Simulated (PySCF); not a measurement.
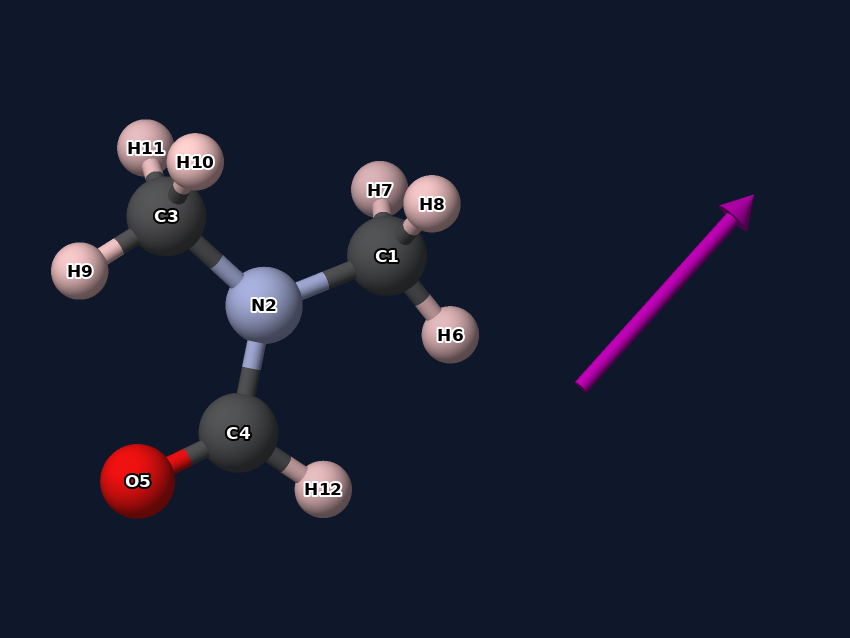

The arrow beside the molecule shows the direction of the dipole moment, from the negative to the positive end (its length means nothing). Computed geometry: PBE0-D3(BJ)/def2-SVP optimisation. No frequency run is at hand to confirm it as a minimum. Level of theory: PBE/pcJ-1, gas phase (PySCF 2.14.0).

Q: How large is the dipole moment?

A: 3.85 D; it points from the side of O5 to the side of H7, H8 (the outermost atoms at the two ends).
